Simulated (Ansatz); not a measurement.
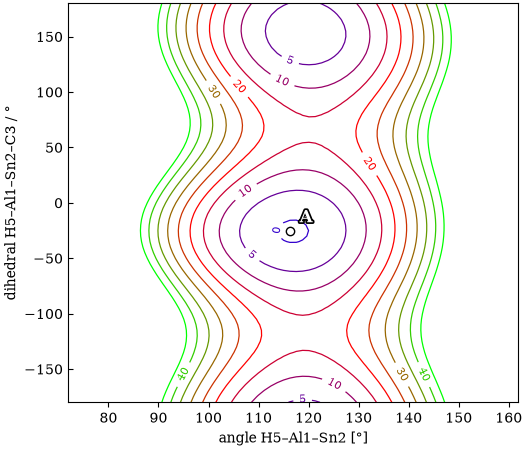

CH₆Al₂Sn, SMILES [AlH2][SnH]1[CH2][AlH]1. 
- The first coordinate is: angle H5–Al1–Sn2; the second: dihedral H5–Al1–Sn2–C3.
- Nothing is relaxed (all other coordinates rigid).
- The grid has 15 × 15 points.
- Points are written as (first, second).
- All energies are given in kJ/mol relative to the lowest grid point.
- Method: RKS PBE0-D4/def2-SVP in Ansatz.

Drawn: contour lines labelled in kJ/mol (none above 45), the point A. Between grid points the surface is interpolated.

Q: Find the lowest pass out of the well at A.

A: The easiest path leads from the well at about (116°, −25°) to the well at about (119°, 155°), about 2.3 kJ/mol higher (on a rigid scan; wells that are mirror images or exchange like atoms can differ by this much). Its highest point lies about 17 kJ/mol above the bottom of the first well on the interpolated surface, at about (119°, −120°). Seen from the upper well the barrier is about 14 kJ/mol. The start is the relaxed structure and all else is held, so a fully relaxed path at this level can only be lower.

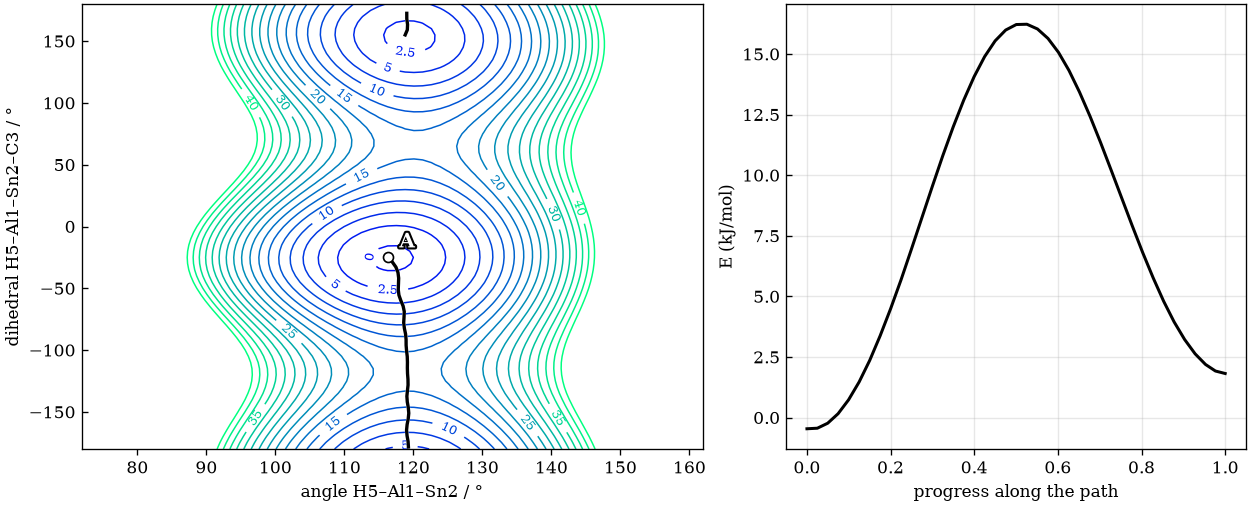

Drawn: contour lines labelled in kJ/mol (none above 42.5), a line along the lowest path, the energy along the path at the right. Between grid points the surface is interpolated.
